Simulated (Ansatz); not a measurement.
**Run report: ZrN3H6Cl, geometry relaxation (part 1 of 2)**

The run: geometry relaxation of ZrN3H6Cl, SMILES [NH2][Zr]([NH2])([NH2])[Cl]. Method and program: RKS PBE0-D4/def2-TZVP (Ansatz 0.2.0).

The geometry: GFN2-xTB start. Figures and captions count atoms from 1; the log counts them from 0 in places.

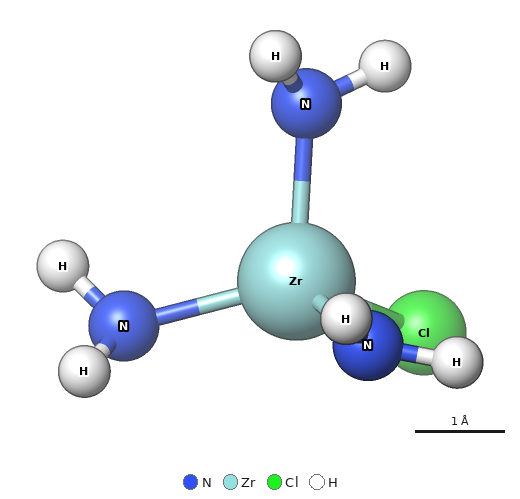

Figure 1. The starting structure (ball-and-stick view, seen at a tilt). Sticks mark near contacts.

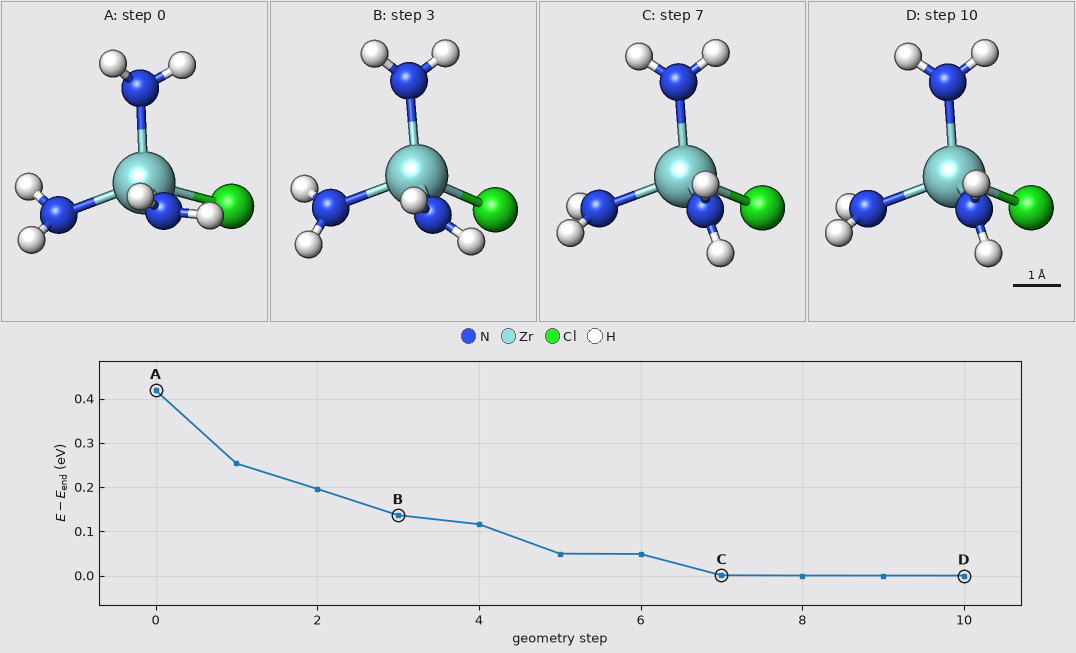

Figure 2. Frames of the relaxation (ball-and-stick view, seen at a tilt) above the curves, on which the letters mark them (the first geometry is step 0 here and step 1 in the log).

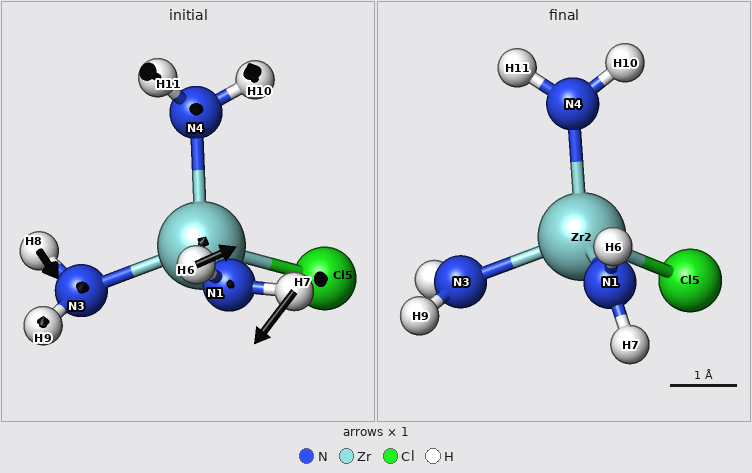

Figure 3. Before (left) and after (right) the relaxation, at one scale (ball-and-stick view, seen at a tilt). The black arrows give the displacements, at true length. After 10 geometry steps the energy has fallen by 0.419 eV. Largest force component: 1.1 eV/Å at the start, 0.0045 eV/Å at the end. The atom that moves furthest after the best rigid fit is H7 (1.01 Å). Largest moves by element: H 1.01 Å, Cl 0.29 Å, N 0.23 Å, Zr 0.18 Å. Distances before and after: Zr2–Cl5 2.318 → 2.392 Å, N1–H6 1.025 → 1.010 Å, N1–Zr2 2.022 → 2.026 Å. Among the angles that change: N3–Zr2–Cl5 120.3° → 111.9°, Zr2–N4–H10 116.4° → 124.4°, Zr2–N1–H7 117.5° → 124.4°. (Atoms are counted from 1 in the order of the input.)

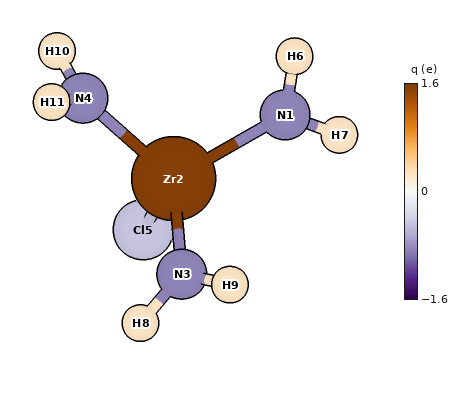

Figure 4. Mulliken charges, as the colour of each atom (ball-and-stick view, seen at a tilt; atoms are numbered from 1 in the order of the input; Mulliken charges depend strongly on the basis). By element: N −0.86, Zr +1.54, Cl −0.46 and H +0.25 e.

These pictures come from the run below.

**Input**
```yaml
crystal:
  periodic: [false, false, false]
  atoms:
    - {symbol: N, position_ang: [-1.168300, -0.931440, -1.072170]}
    - {symbol: Zr, position_ang: [0.127240, 0.439530, -0.344470]}
    - {symbol: N, position_ang: [-0.801060, 1.606300, 1.029400]}
    - {symbol: N, position_ang: [1.590840, -0.588410, 0.601730]}
    - {symbol: Cl, position_ang: [1.156050, 1.397850, -2.187080]}
    - {symbol: H, position_ang: [-1.580030, -1.696330, -0.527570]}
    - {symbol: H, position_ang: [-0.995620, -1.293200, -2.018630]}
    - {symbol: H, position_ang: [-0.313290, 1.876010, 1.891580]}
    - {symbol: H, position_ang: [-1.777190, 1.433410, 1.293030]}
    - {symbol: H, position_ang: [2.351520, -0.949250, 0.011570]}
    - {symbol: H, position_ang: [1.409840, -1.294460, 1.322610]}
basis:
  gaussian: {orbitals: def2-TZVP}
hamiltonian: {xc: pbe0, dispersion: d4}
relax: {f_tol: 0.005, max_steps: 150}
```

Command:
```bash
ansatz run in.yaml --threads 4 --pin off --events-out ev --progress --plain --max-ram 11315MiB
```

**The program's output**
```
Functional definition: PBE0
  name "PBE0"
  cite "Adamo & Barone, J. Chem. Phys. 110, 6158 (1999) doi:10.1063/1.478522"
  cite "Perdew, Burke & Ernzerhof, Phys. Rev. Lett. 77, 3865 (1996) doi:10.1103/PhysRevLett.77.3865"
  parent pbe
  parameter a = 0.25
  parameter kappa = 0.804
  parameter beta = 0.06672455060314922
  exchange = (1 - a)*pbe_x(kappa = kappa, mu = beta*pi^2/3) + a*exact_x
  correlation = pbe_c(beta = beta)
1396 factors; their error is unknown
mean field evaluation 1: about -18347.8379 eV, gradient 1.1e2 eV
mean field evaluation 2: about -18290.6609 eV, gradient 1.8e2 eV
mean field evaluation 4: about -18368.4153 eV, gradient 1.2e1 eV
mean field evaluation 8: about -18368.7817 eV, gradient 9.6e-2 eV
mean field evaluation 16: about -18368.8412 eV, gradient 5.2e-4 eV
mean field -18368.84115639 eV, -675.0424616497 hartree, gradient 1.4e-5 eV, S^2 0.000000; 0 other end points of the search recorded, 0 dependent functions left out
the calculation of the forces begins
reference -18368.84122096 eV, -675.0424640226 hartree; 28, 28 occupied and 178, 178 virtual orbitals, 1396 factors
relax step   1: F+E_penalty+E_count = -18369.06736215 eV  Δ(F+E_penalty+E_count) = +0.000e0 eV  max|allowed force component| = 1.115e0 eV/Å  Δτ_max = 0.0000 Å  (31 SCF iters, accepted)
these checks for a lower state are left out or cut short: starts, cluster_reference, orbital_swaps, neighbouring_geometries, increment
1396 factors; their error is unknown
mean field -18369.01281296 eV, -675.0487699123 hartree, gradient 2.3e-5 eV, S^2 0.000000; 0 other end points of the search recorded, 0 dependent functions left out
the calculation of the forces begins
reference -18369.01287788 eV, -675.0487722979 hartree; 28, 28 occupied and 178, 178 virtual orbitals, 1396 factors
relax step   2: F+E_penalty+E_count = -18369.23299124 eV  Δ(F+E_penalty+E_count) = -1.656e-1 eV  max|allowed force component| = 9.477e-1 eV/Å  Δτ_max = 0.1990 Å  (36 SCF iters, accepted)
these checks for a lower state are left out or cut short: starts, cluster_reference, orbital_swaps, neighbouring_geometries, increment
1396 factors; their error is unknown
mean field evaluation 32: about -18369.0695 eV, gradient 2.9e-3 eV
mean field -18369.06944969 eV, -675.0508512736 hartree, gradient 1.5e-5 eV, S^2 0.000000; 0 other end points of the search recorded, 0 dependent functions left out
the calculation of the forces begins
reference -18369.06951437 eV, -675.0508536504 hartree; 28, 28 occupied and 178, 178 virtual orbitals, 1396 factors
relax step   3: F+E_penalty+E_count = -18369.29044181 eV  Δ(F+E_penalty+E_count) = -5.745e-2 eV  max|allowed force component| = 1.146e0 eV/Å  Δτ_max = 0.1945 Å  (31 SCF iters, accepted)
these checks for a lower state are left out or cut short: starts, cluster_reference, orbital_swaps, neighbouring_geometries, increment
1396 factors; their error is unknown
mean field -18369.12829537 eV, -675.0530138123 hartree, gradient 2.2e-5 eV, S^2 0.000000; 0 other end points of the search recorded, 0 dependent functions left out
the calculation of the forces begins
reference -18369.12835952 eV, -675.0530161701 hartree; 28, 28 occupied and 178, 178 virtual orbitals, 1396 factors
relax step   4: F+E_penalty+E_count = -18369.34991575 eV  Δ(F+E_penalty+E_count) = -5.947e-2 eV  max|allowed force component| = 5.302e-1 eV/Å  Δτ_max = 0.2000 Å  (37 SCF iters, accepted)
these checks for a lower state are left out or cut short: starts, cluster_reference, orbital_swaps, neighbouring_geometries, increment
1396 factors; their error is unknown
mean field -18369.14663784 eV, -675.0536878858 hartree, gradient 2.3e-5 eV, S^2 0.000000; 0 other end points of the search recorded, 0 dependent functions left out
the calculation of the forces begins
reference -18369.14670235 eV, -675.0536902565 hartree; 28, 28 occupied and 178, 178 virtual orbitals, 1396 factors
relax step   5: F+E_penalty+E_count = -18369.37025709 eV  Δ(F+E_penalty+E_count) = -2.034e-2 eV  max|allowed force component| = 7.150e-1 eV/Å  Δτ_max = 0.2000 Å  (36 SCF iters, accepted)
these checks for a lower state are left out or cut short: starts, cluster_reference, orbital_swaps, neighbouring_geometries, increment
1396 factors; their error is unknown
mean field -18369.21416778 eV, -675.0561695655 hartree, gradient 2.2e-5 eV, S^2 0.000000; 0 other end points of the search recorded, 0 dependent functions left out
the calculation of the forces begins
reference -18369.21423296 eV, -675.0561719606 hartree; 28, 28 occupied and 178, 178 virtual orbitals, 1396 factors
relax step   6: F+E_penalty+E_count = -18369.43687072 eV  Δ(F+E_penalty+E_count) = -6.661e-2 eV  max|allowed force component| = 2.703e-1 eV/Å  Δτ_max = 0.2000 Å  (36 SCF iters, accepted)
these checks for a lower state are left out or cut short: starts, cluster_reference, orbital_swaps, neighbouring_geometries, increment
1396 factors; their error is unknown
mean field evaluation 64: about -18369.2161 eV, gradient 1.0e-4 eV
mean field -18369.21608168 eV, -675.0562398998 hartree, gradient 2.2e-5 eV, S^2 0.000000; 0 other end points of the search recorded, 0 dependent functions left out
the calculation of the forces begins
reference -18369.21614687 eV, -675.0562422955 hartree; 28, 28 occupied and 178, 178 virtual orbitals, 1396 factors
relax step   7: F+E_penalty+E_count = -18369.43760827 eV  Δ(F+E_penalty+E_count) = -7.375e-4 eV  max|allowed force component| = 8.309e-1 eV/Å  Δτ_max = 0.1956 Å  (36 SCF iters, accepted)
these checks for a lower state are left out or cut short: starts, cluster_reference, orbital_swaps, neighbouring_geometries, increment
1396 factors; their error is unknown
mean field -18369.26327467 eV, -675.0579742101 hartree, gradient 9.1e-6 eV, S^2 0.000000; 0 other end points of the search recorded, 0 dependent functions left out
the calculation of the forces begins
reference -18369.26334007 eV, -675.0579766137 hartree; 28, 28 occupied and 178, 178 virtual orbitals, 1396 factors
relax step   8: F+E_penalty+E_count = -18369.48576897 eV  Δ(F+E_penalty+E_count) = -4.816e-2 eV  max|allowed force component| = 3.349e-2 eV/Å  Δτ_max = 0.1557 Å  (32 SCF iters, accepted)
these checks for a lower state are left out or cut short: starts, cluster_reference, orbital_swaps, neighbouring_geometries, increment
1396 factors; their error is unknown
mean field -18369.26374299 eV, -675.0579914208 hartree, gradient 2.4e-5 eV, S^2 0.000000; 0 other end points of the search recorded, 0 dependent functions left out
the calculation of the forces begins
reference -18369.26380832 eV, -675.0579938217 hartree; 28, 28 occupied and 178, 178 virtual orbitals, 1396 factors
relax step   9: F+E_penalty+E_count = -18369.48626274 eV  Δ(F+E_penalty+E_count) = -4.938e-4 eV  max|allowed force component| = 7.594e-3 eV/Å  Δτ_max = 0.0522 Å  (32 SCF iters, accepted)
these checks for a lower state are left out or cut short: starts, cluster_reference, orbital_swaps, neighbouring_geometries, increment
1396 factors; their error is unknown
mean field -18369.26385812 eV, -675.0579956516 hartree, gradient 2.2e-5 eV, S^2 0.000000; 0 other end points of the search recorded, 0 dependent functions left out
the calculation of the forces begins
reference -18369.26392349 eV, -675.0579980540 hartree; 28, 28 occupied and 178, 178 virtual orbitals, 1396 factors
relax step  10: F+E_penalty+E_count = -18369.48636638 eV  Δ(F+E_penalty+E_count) = -1.036e-4 eV  max|allowed force component| = 1.274e-2 eV/Å  Δτ_max = 0.0218 Å  (32 SCF iters, accepted)
these checks for a lower state are left out or cut short: starts, cluster_reference, orbital_swaps, neighbouring_geometries, increment
1396 factors; their error is unknown
mean field -18369.26390815 eV, -675.0579974901 hartree, gradient 2.2e-5 eV, S^2 0.000000; 0 other end points of the search recorded, 0 dependent functions left out
the calculation of the forces begins
reference -18369.26397350 eV, -675.0579998917 hartree; 28, 28 occupied and 178, 178 virtual orbitals, 1396 factors
```
